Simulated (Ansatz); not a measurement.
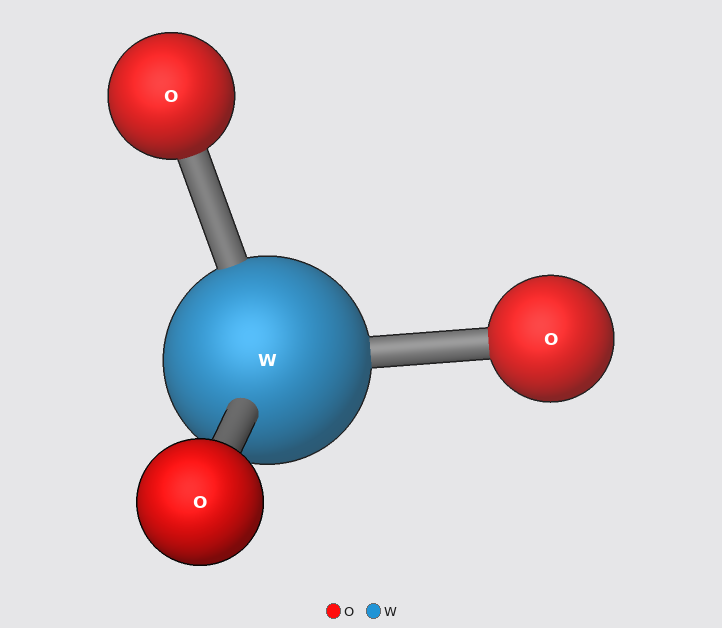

A molecule with one transition-metal atom. Charge 0, singlet. The geometry was computed by an optimisation with PBE-D4/def2-SVP. No frequency run is at hand to confirm it as a minimum.

What is the coordination number of the metal, and which atoms bind to it?

W binds 3 atoms: 3 O at 1.74 Å. The arrangement is trigonal pyramidal.

Give the formal oxidation state and the d-electron count.

W(VI), d⁰, counting the ligands as closed-shell ions or neutral donors.
